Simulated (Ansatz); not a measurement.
System: AlBrFH3.

```xyz
6

Al    0.0210   -0.3656   -0.0926
F     0.0111   -0.0074    1.8782
H     1.4317    0.1558   -0.6032
H    -1.4143    0.0827   -0.6044
Br    0.0788   -2.6178    0.7290
H     0.0374   -1.0051    2.0118
```

The calculation used RKS PBE-D4/def2-SVP (Ansatz).

Predict the electron density and electron localisation function between the atoms.

Answer. Al–F (2.00 Å): the density is about 0.35 e/Å³ at the midpoint; the ELF peaks at about 0.85 in the valence shell of F, 0.6 Å from its nucleus, and is about 0.25 at the midpoint.
Al–Br (2.40 Å): ρ is about 0.51 e/Å³ halfway; the ELF peaks at about 0.85 in the valence shell of Br, 1.2 Å from its nucleus, and is about 0.85 at the midpoint.
F–H (1.01 Å): the density is about 3.9 e/Å³ at the midpoint; the ELF climbs to about 1 towards the hydrogen, as it does in any bond to H.

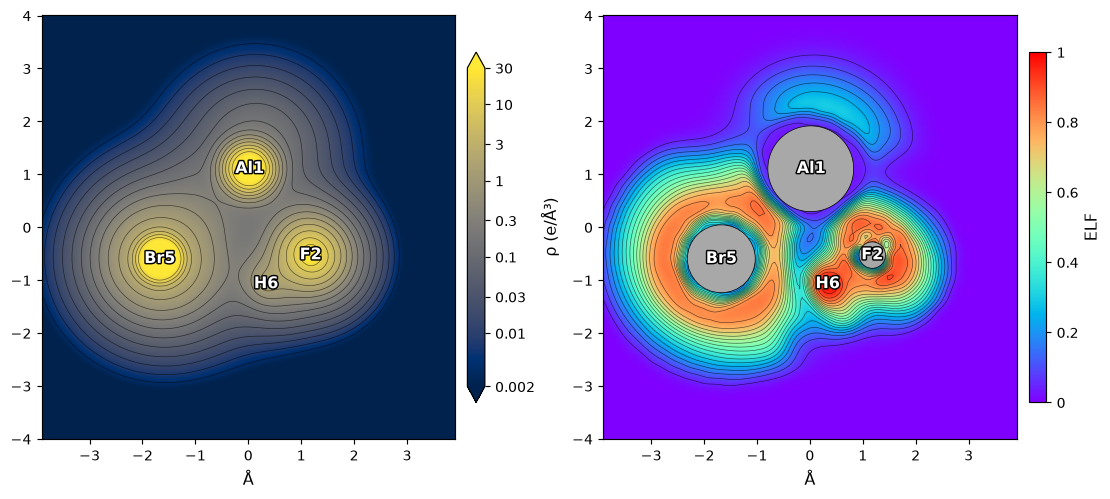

Computed electron density and electron localisation function on the plane of atoms Al1, F2 and H6, in this order. Grey discs cover the atomic cores in the ELF map. 
